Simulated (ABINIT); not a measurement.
## Quasiparticle gap of CdTe (F-43m) in ABINIT

How does a plane-wave GW calculation on CdTe (F-43m) run from the first input to the gap?

Program: ABINIT 10.8.3. Level of theory: PBE and many-body steps on it, plane waves. Results are calculated unless marked as measured.

**What was measured.**

- Gap 1.48 ± 0.02 eV: direct optical gap from Tauc analysis, 1.5 h deposition; UV-vis diffuse reflectance; film (electrodeposited 1.5 h on FTO, Te-rich) (“Electrodeposition of CdTe Thin Films for Solar Energy Water Splitting”, 2020, pmc:7177234).

- Gap 1.592 eV: near-band-edge L1 bound-exciton energy extrapolated to 0 K (Varshni), slightly below the true gap; temperature-dependent photoluminescence; 0 K; bulk crystal (vertical Bridgman single crystal) (“Photoluminescence characteristics of Cd1-xMnxTe single crystals grown by the vertical Bridgman method”, 2012, pmc:3275455).

- Gap 1.32 ± 0.02 eV: direct optical gap from Tauc analysis, 2.5 h deposition; UV-vis diffuse reflectance; film (electrodeposited 2.5 h on FTO, nearly stoichiometric) (“Electrodeposition of CdTe Thin Films for Solar Energy Water Splitting”, 2020, pmc:7177234).

Most raw output is cut from this account.

## Step 1: Set-up

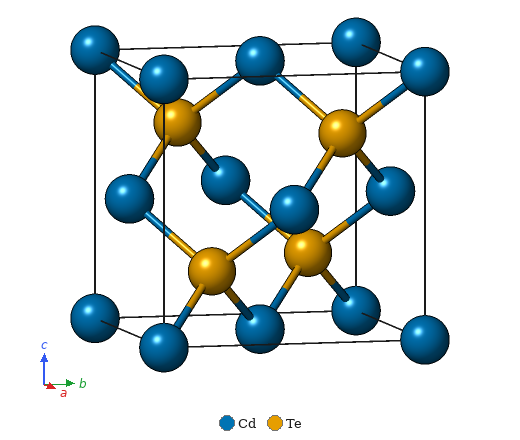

Start, viewed slightly off an axis; cadmium blue, tellurium orange. This picture shows the conventional cell, with its axes. Bonds to atoms that aren't drawn are left out. Some periodic images of atoms are drawn too.

As a file:

```cif
data_structure
_symmetry_space_group_name_H-M 'F-43m'
_symmetry_Int_Tables_number 216
_cell_length_a 6.4800
_cell_length_b 6.4800
_cell_length_c 6.4800
_cell_angle_alpha 90.000
_cell_angle_beta 90.000
_cell_angle_gamma 90.000
_cell_volume 272.10
loop_
_atom_site_label
_atom_site_type_symbol
_atom_site_symmetry_multiplicity
_atom_site_Wyckoff_symbol
_atom_site_fract_x
_atom_site_fract_y
_atom_site_fract_z
_atom_site_occupancy
Cd1 Cd 4 a 0.00000 0.00000 0.00000 1
Te1 Te 4 d 0.25000 0.25000 0.75000 1
```

The cell and positions come from the Crystallography Open Database and are kept as given unless a step says otherwise. Spin-orbit coupling is left out unless a step names it.

## Step 2: Ground state

This step: ABINIT 10.8.3; DFT, PBE, plane waves, norm-conserving pseudopotentials.

The ground-state density comes first.

File run.abi:

```
acell 3*1.0 Angstrom
rprim 
  0.000000000000 3.240000000000 3.240000000000
  3.240000000000 0.000000000000 3.240000000000
  3.240000000000 3.240000000000 0.000000000000
ntypat 2
znucl 48 52
natom 2
typat 1 2
xred 
  0.000000000000 0.000000000000 0.000000000000
  0.250000000000 0.250000000000 0.250000000000
pp_dirpath "pseudos"
pseudos "Cd.upf, Te.upf"
ecut 47
ngkpt 6 6 6
nshiftk 1
shiftk 0 0 0
kptopt 1
chksymbreak 0
nband 27
occopt 1
tolvrs 1e-10
nstep 60
prtwf 0
optforces 0
optstress 0
indata_prefix "in"
outdata_prefix "out"
tmpdata_prefix "tmp"
```

Run with:

```bash
> OMP_NUM_THREADS=1 mpirun -n 4 abinit run.abi > log
```

Elapsed: 44 s, on 4 MPI ranks of Arm Neoverse V1, shared host; peak memory 0.42 GiB.

Numbers from this step:

```yaml
total_energy: -12400.0638 eV
gap: 0.7704 eV
k_of_the_valence_top: 0, 0, 0
k_of_the_conduction_bottom: 0, 0, 0
least_direct_gap: 0.7704 eV
```

The gap is direct, at Γ.

## Step 3: Bands along the symmetry lines

The cheap functional maps the bands first; the places of the edges decide which points the dearer methods must see.

File run.abi:

```
acell 3*1.0 Angstrom
rprim 
  0.000000000000 3.240000000000 3.240000000000
  3.240000000000 0.000000000000 3.240000000000
  3.240000000000 3.240000000000 0.000000000000
ntypat 2
znucl 48 52
natom 2
typat 1 2
xred 
  0.000000000000 0.000000000000 0.000000000000
  0.250000000000 0.250000000000 0.250000000000
pp_dirpath "pseudos"
pseudos "Cd.upf, Te.upf"
ecut 47
iscf -2
irdden 1
kptopt 0
nkpt 50
kpt 
  0.00000000 0.00000000 0.00000000
  -0.06250000 -0.06250000 0.00000000
  -0.12500000 -0.12500000 0.00000000
  -0.18750000 -0.18750000 0.00000000
  -0.25000000 -0.25000000 0.00000000
  -0.31250000 -0.31250000 0.00000000
  -0.37500000 -0.37500000 0.00000000
  -0.43750000 -0.43750000 0.00000000
  -0.50000000 -0.50000000 0.00000000
  -0.48437500 -0.48437500 0.03125000
  -0.46875000 -0.46875000 0.06250000
  -0.45312500 -0.45312500 0.09375000
  -0.43750000 -0.43750000 0.12500000
  -0.42187500 -0.42187500 0.15625000
  -0.40625000 -0.40625000 0.18750000
  -0.39062500 -0.39062500 0.21875000
  -0.37500000 -0.37500000 0.25000000
  -0.37500000 0.00000000 0.37500000
  -0.32812500 0.00000000 0.32812500
  -0.28125000 0.00000000 0.28125000
  -0.23437500 0.00000000 0.23437500
  -0.18750000 0.00000000 0.18750000
  -0.14062500 0.00000000 0.14062500
  -0.09375000 0.00000000 0.09375000
  -0.04687500 0.00000000 0.04687500
  0.00000000 0.00000000 0.00000000
  0.00000000 0.00000000 0.06250000
  0.00000000 0.00000000 0.12500000
  0.00000000 0.00000000 0.18750000
  0.00000000 0.00000000 0.25000000
  0.00000000 0.00000000 0.31250000
  0.00000000 0.00000000 0.37500000
  0.00000000 0.00000000 0.43750000
  0.00000000 0.00000000 0.50000000
  -0.06250000 -0.03125000 0.46875000
  -0.12500000 -0.06250000 0.43750000
  -0.18750000 -0.09375000 0.40625000
  -0.25000000 -0.12500000 0.37500000
  -0.31250000 -0.15625000 0.34375000
  -0.37500000 -0.18750000 0.31250000
  -0.43750000 -0.21875000 0.28125000
  -0.50000000 -0.25000000 0.25000000
  -0.50000000 -0.28125000 0.21875000
  -0.50000000 -0.31250000 0.18750000
  -0.50000000 -0.34375000 0.15625000
  -0.50000000 -0.37500000 0.12500000
  -0.50000000 -0.40625000 0.09375000
  -0.50000000 -0.43750000 0.06250000
  -0.50000000 -0.46875000 0.03125000
  -0.50000000 -0.50000000 0.00000000
istwfk *1
nband 29
nbdbuf 2
tolwfr 1e-08
nstep 40
prtwf 0
prtvol 0
indata_prefix "in"
outdata_prefix "out"
tmpdata_prefix "tmp"
```

It took 55 s on 4 MPI ranks; peak memory 0.45 GiB; 3.7 min of CPU time.

Numbers from this step:

```yaml
gap: 0.7704 eV
k_of_the_valence_top: 0, 0, 0
k_of_the_conduction_bottom: 0, 0, 0
least_direct_gap: 0.7704 eV
```

The gap is 0.770 eV, as in the run before at this level.

Electronic bands along the path, in eV, zero at the top of the highest filled band:

```tsv
point	band 19	band 20	band 21	band 22	band 23	band 24	band 25	band 26
Γ	-8.03	0.00	0.00	0.00	0.77	4.62	4.62	4.62
X	-7.53	-4.30	-1.86	-1.86	2.62	2.68	8.83	9.15
U	-7.49	-4.20	-2.55	-1.54	2.91	4.53	7.36	7.48
jump to K	-7.49	-4.20	-2.55	-1.54	2.91	4.53	7.36	7.48
Γ	-8.03	0.00	0.00	0.00	0.77	4.62	4.62	4.62
L	-7.67	-4.42	-0.77	-0.77	1.82	5.21	5.21	7.07
W	-7.45	-4.18	-2.32	-2.19	4.26	4.69	5.57	6.32
X	-7.53	-4.30	-1.86	-1.86	2.62	2.68	8.83	9.15
```

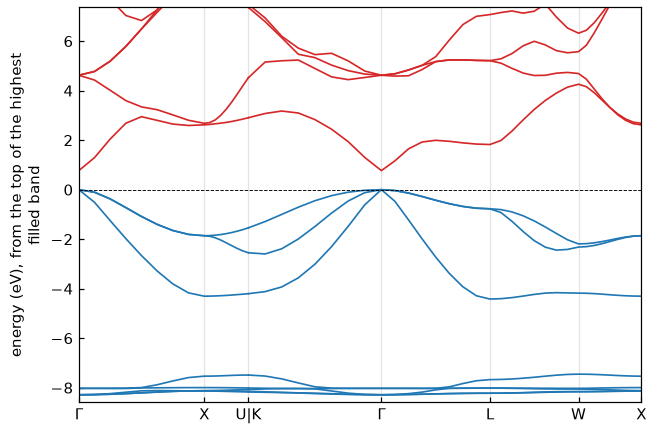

Electronic bands along the path; lines of filled and empty bands in two colours.

## Step 4: Empty states on the mesh, 4×4×4 mesh, 220 bands

The sums over transitions need many empty states on a uniform mesh; this step solves for them.

File run.abi:

```
acell 3*1.0 Angstrom
rprim 
  0.000000000000 3.240000000000 3.240000000000
  3.240000000000 0.000000000000 3.240000000000
  3.240000000000 3.240000000000 0.000000000000
ntypat 2
znucl 48 52
natom 2
typat 1 2
xred 
  0.000000000000 0.000000000000 0.000000000000
  0.250000000000 0.250000000000 0.250000000000
pp_dirpath "pseudos"
pseudos "Cd.upf, Te.upf"
ecut 47
ngkpt 4 4 4
nshiftk 1
shiftk 0 0 0
kptopt 1
chksymbreak 0
iscf -2
irdden 1
istwfk *1
nband 220
nbdbuf 20
tolwfr 1e-09
nstep 60
prtvol 0
indata_prefix "in"
outdata_prefix "out"
tmpdata_prefix "tmp"
```

Elapsed: 2.7 min, on 4 MPI ranks; peak memory 0.56 GiB.

Numbers from this step:

* gap: 0.7704 eV
* k of the valence top: 0, 0, 0
* k of the conduction bottom: 0, 0, 0
* least direct gap: 0.7704 eV
* k points computed: 8
* lowest point of the top converged band, above the valence top: 100.1589 eV

On this mesh the gap is 0.770 eV.

## Step 5: Screening, 4×4×4 mesh, 200 bands, screening to 163.3 eV

The RPA dielectric matrix is built and inverted for each q.

This step: RPA screening on PBE, plane waves, norm-conserving pseudopotentials.

run.abi: that of step 4 with these lines changed.

```diff
@@ -20,10 +20,11 @@
 chksymbreak 0
-iscf -2
-irdden 1
 istwfk *1
-nband 220
-nbdbuf 20
-tolwfr 1e-09
-nstep 60
-prtvol 0
+occopt 1
+irdwfk 1
+optdriver 3
+nband 200
+ecuteps 6
+inclvkb 2
+awtr 1
+symchi 1
 indata_prefix "in"
```

Run time: 4.6 min. Hardware: 4 MPI ranks; peak memory 2.8 GiB; 18 min of CPU time.

Numbers from this step:

```yaml
eps_infinity_with_local_fields_on_this_mesh_along_the_program_s_q_direction: 25.82
the_same_without_local_fields: 27.06
plasma_frequency: 29.86 eV
plane_waves_in_the_screening_matrix: 331
```

Local fields lower ε∞ by 5 %.

## Step 6: Self-energy, 4×4×4 mesh, 200 bands, screening to 163.3 eV

The self-energy is evaluated for the states that the input lists, and the levels follow from it, in one-shot runs by the linearised quasiparticle equation.

This step: G0W0 on PBE, plane waves, norm-conserving pseudopotentials.

run.abi: that of step 5 with these lines changed.

```diff
@@ -23,8 +23,15 @@
 irdwfk 1
-optdriver 3
+optdriver 4
 nband 200
+gwcalctyp 0
+ecutsigx 47
+symsigma 1
+nkptgw 1
+kptgw 
+  0.0000000000 0.0000000000 0.0000000000
+bdgw 
+  20 26
 ecuteps 6
-inclvkb 2
-awtr 1
-symchi 1
+irdscr 1
+ppmodel 1
 indata_prefix "in"
```

The job ended after 22 s (4 MPI ranks; peak memory 2.4 GiB).

This step gave:

| Property | Result |
| --- | --- |
| G0W0 gap on the points computed | 1.542 eV |
| starting gap on the mesh | 0.7704 eV |
| k of the valence top | 0, 0, 0 |
| k of the conduction bottom | 0, 0, 0 |
| Z at the valence top | 0.799 |
| Z at the conduction bottom | 0.811 |
| least direct G0W0 gap on the computed points | 1.542 eV |

The gap on the mesh goes from 0.77 eV to 1.54 eV, a correction of +0.77 eV.

Limits: finite bands, cutoff and mesh; no spin-orbit coupling; coarse k mesh. v1 is the top filled band, c1 the lowest empty one. Levels before and after the correction, in eV, zero at the valence-band top of each column:

```tsv
	conduction bottom	valence top
Kohn-Sham	0.77	0.00
G0W0	1.54	0.00
```

```tsv
	level	energy (eV)
Kohn-Sham	Γ v3-v1	0.000
Kohn-Sham	Γ c1	0.770
Kohn-Sham	Γ c2-c4	4.622
G0W0	Γ v3-v1	0.000
G0W0	Γ c1	1.542
G0W0	Γ c2-c4	5.314
```

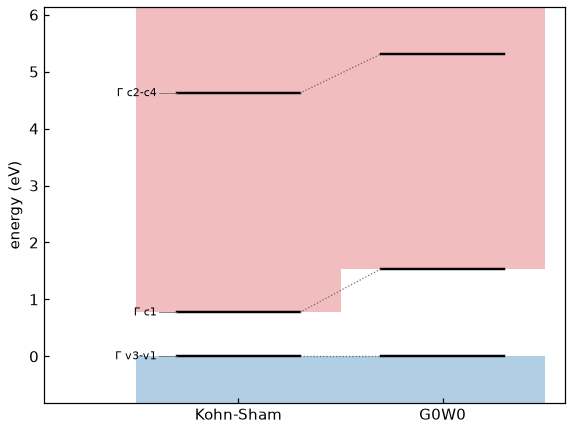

Levels before and after the correction. Shaded: valence and conduction bands.

## Step 7: Where the time went

Times are wall times on 4 MPI ranks of Arm Neoverse V1, shared host, good to a factor of about two.

```tsv
step	time	share	memory (GiB)
ground state	44 s	8 %	0.42
bands along the symmetry lines	55 s	10 %	0.45
empty states on the mesh	2.7 min	29 %	0.56
screening	4.6 min	49 %	2.8
self-energy	22 s	4 %	2.4
```

## Step 8: What came out

```json
{
  "PBE gap": "0.77 eV, direct",
  "G0W0 gap on the mesh": "1.54 eV",
  "GW settings": "4×4×4 mesh, 200 bands, screening to 163.3 eV, Godby-Needs plasmon pole",
  "known limits": "not at the basis limit; mesh may overstate the screening; no spin-orbit coupling; coarse k mesh"
}
```

G0W0 moves the gap on the mesh from 0.77 eV to 1.54 eV (+0.77 eV), with Z of 0.80 and 0.81 at the edges. Local fields lower the RPA ε∞ on this mesh from 27.06 to 25.82. Only 1 of the mesh's irreducible points was corrected, so a valley elsewhere could overtake. The dearest step here is «screening». Against experiment, by G0W0@PBE: the direct gap of 1.54 eV lies +0.06 eV from the measured 1.48 ± 0.02 eV (direct, 2020); the direct gap of 1.54 eV lies −0.05 eV from the measured 1.592 eV (exciton, 0 K, 2012); the direct gap of 1.54 eV lies +0.22 eV from the measured 1.32 ± 0.02 eV (direct, 2020). An exciton line or allowed optical edge lies below the quasiparticle gap by the binding energy; a forbidden edge can push the onset above it. The calculation has static nuclei and no excitons; a measured gap holds zero-point and thermal motion, which mostly lowers it. With atoms this heavy the missing spin-orbit coupling can matter too. Bands and cutoff are finite, so the gap is not at the basis limit. The miss can reach some tenths of an eV and take either sign; the mesh is an error of its own. In the G0W0 run levels were corrected at 1 k point alone, so a gap called «on the mesh» is the least over those, and an edge elsewhere would be missed. The 4×4×4 mesh is coarse for this cell, which bears on the long-range parts of exchange and screening. The RPA ε∞ on this mesh reaches over 25; with a narrow direct gap a coarse mesh can overstate it, and the correction is then too small.

[Paths, hosts, dates, memory and timing lines, banners, echoed tables and standing remarks are left out of the program output.]

[Logs are printed without paths, hosts, clocks, repeated set-up lines and the standing remarks that a program may print on its own settings, such as how far it seeks lower states.]

[Runs of the session that timed out or met a known fault of the program may be left out.]

[Hosts, paths, dates, database ids (printed as entryN), source tags and the programs' standing remarks are cut or masked in the printed files.]

[G0W0 gaps are taken among the corrected bands and points alone; a level outside them can change the order at an edge.]

[Where Ansatz stands beside ABINIT at settings called matched, ABINIT's density can come from a denser mesh and the files from another edition; pairs whose starting gaps differed by over 0.03 eV were left out, so agreement reads better than it is.]
